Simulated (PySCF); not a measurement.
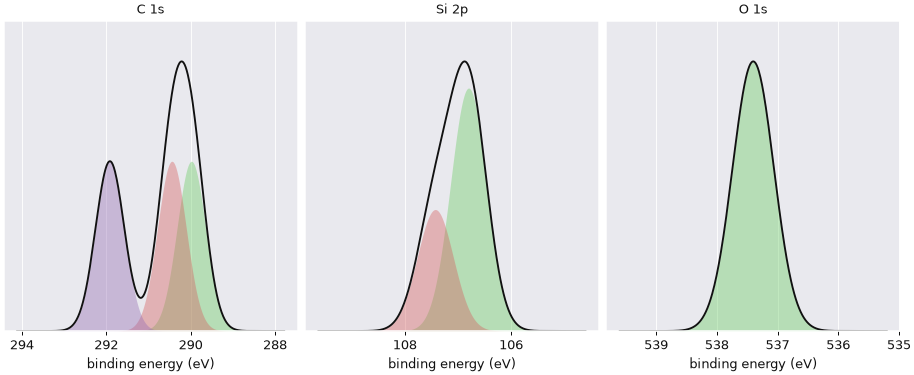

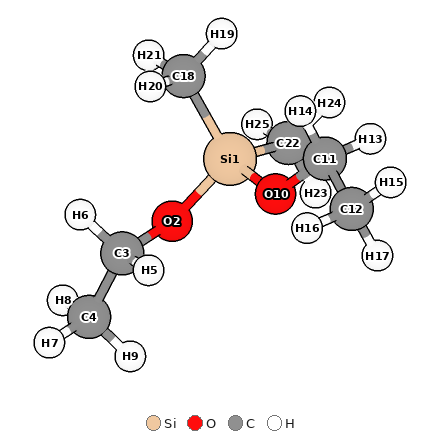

Simulated XPS of C₆H₁₆O₂Si (Si(OEt)2Me2), SMILES CCO[Si](C)(C)OCC. Vertical core-electron binding energies by ΔSCF (SCAN, pcX-2 on the ionised atom, pcseg-1 elsewhere, spin-free X2C; PySCF 2.14.0, at a PBE0-D3(BJ)/def2-SVP geometry (no frequency check)), gas phase, against the vacuum level. One atom of each kind was ionised; within a panel, areas follow the number of like atoms and 2j + 1 (2p levels are split by first-order spin-orbit coupling, an approximation), each panel is scaled alone, Gaussians of 0.8 eV full width. Only the regions named are shown. Lines closer than the width merge in the curve.

> Assign the components.

```csv
level,atoms,binding energy (eV)
C 1s,"C3, C11",291.9
C 1s,"C4, C12",290.4
C 1s,"C18, C22",290.0
Si 2p1/2,Si1,107.4
Si 2p3/2,Si1,106.8
O 1s,"O2, O10",537.4
```

> How large is the chemical shift across the C 1s region?

1.9 eV, from C18, C22 at 290.0 eV to C3, C11 at 291.9 eV.

Caveats: one conformer of a flexible molecule.
